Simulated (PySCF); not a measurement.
# MnI (septet): what the fields show

```xyz
2

Mn    0.0000    0.0000   -1.8159
I     0.0000    0.0000    0.7861
```

Theory: PBE0/x2c-TZVPPall, spin-free X2C-1e, Gaussian nucleus, at a bond length of 2.602 Å (PySCF).

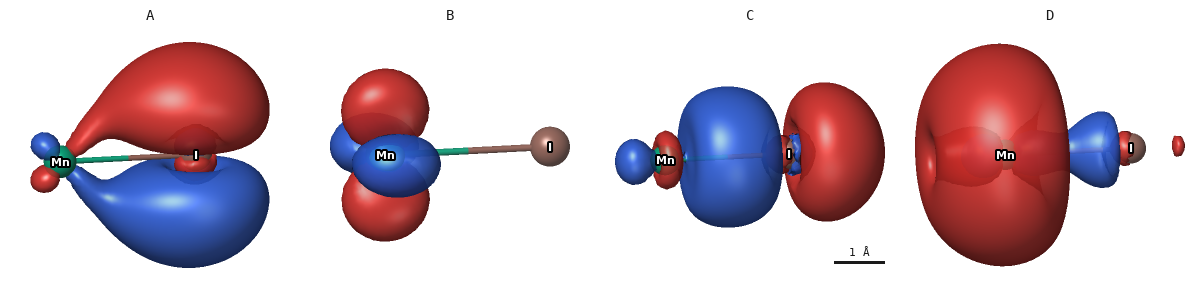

Figure 1. Four frontier β-spin orbitals, each drawn at the value that holds 80 % of its norm (red and blue are the two phases), in no order; of a degenerate pair one member is drawn.

Name the orbitals and rank them from lowest to highest energy.

Orbital C: σ, occupied in this spin, −8.50 eV; mainly on I (80 %).
Orbital A: π, occupied in this spin, −7.29 eV; almost wholly on I.
Orbital D: σ, empty in this spin, −2.56 eV; mainly on Mn (80 %).
Orbital B: δ, empty in this spin, −1.77 eV; almost wholly on Mn.

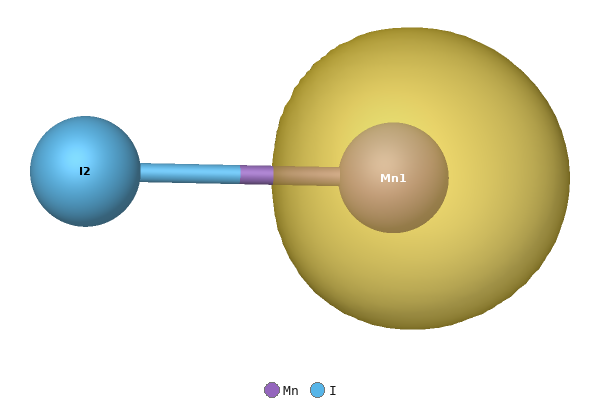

Figure 2. Isosurfaces of the spin density at +0.08 (yellow) and −0.08 e/Å³ (cyan), seen from one side.

Describe the spin distribution.

The unpaired spin (6 electrons) lies mostly on Mn1 (about 5.7) and I2 (about 0.3), in electrons by Hirshfeld's partition. Only one sign reaches the isovalue.

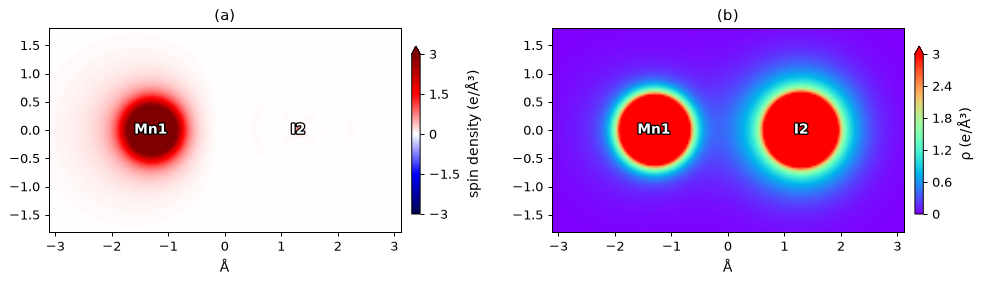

Figure 3. (a) spin density; (b) total electron density on a plane that holds the molecular axis.

Read the bonding off the picture.

- The section cuts through Mn and I sites.
- Mn–I (2.60 Å): ρ is about 0.45 e/Å³ halfway, with its minimum of 0.4 e/Å³ about 1.1 Å from Mn.
